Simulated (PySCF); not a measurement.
```xyz
10

C    -0.6226   -1.2116    0.8533
C    -0.8205    0.0344    0.0746
Si    0.7853    0.8014   -0.6259
F    -0.0935   -2.2275    0.1781
F     0.0102   -1.0645    2.0116
H    -1.4981   -0.1686   -0.7694
H    -1.3114    0.7813    0.7172
H     1.3971   -0.1169   -1.6296
H     1.7570    1.0512    0.4779
H     0.4376    2.0953   -1.2861
```

Geometry: PBE0-D3(BJ)/def2-SVP.

Computed with UKS B3LYP, IGLO-III on C F Si, pcH-1 on H, non-relativistic, mean-field spin-orbit, GIAO (PySCF).

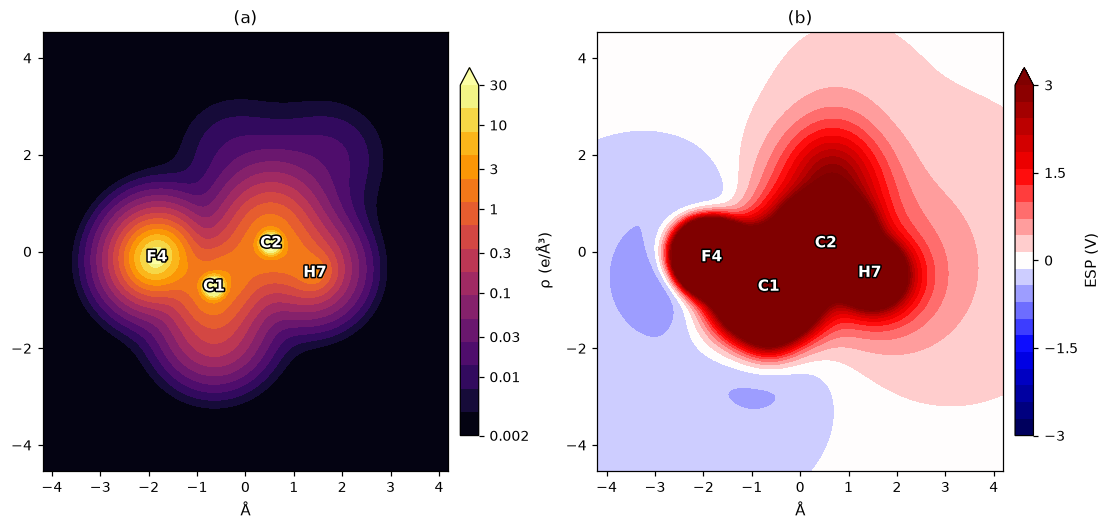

C2H5F2Si (doublet). (a) electron density; (b) molecular electrostatic potential on the plane of atoms C2, C1 and F4.

### Interpret the plot.

- The section cuts through C, F and H sites.
- C–F (1.33 Å): ρ is about 2.4 e/Å³ halfway.
- C–C (1.48 Å): ρ at the midpoint is about 1.8 e/Å³.
- C–H (1.10 Å): the density is about 1.9 e/Å³ at the midpoint.
- Outside the dense part of the molecule the potential is most negative (−0.6 V) near F4.
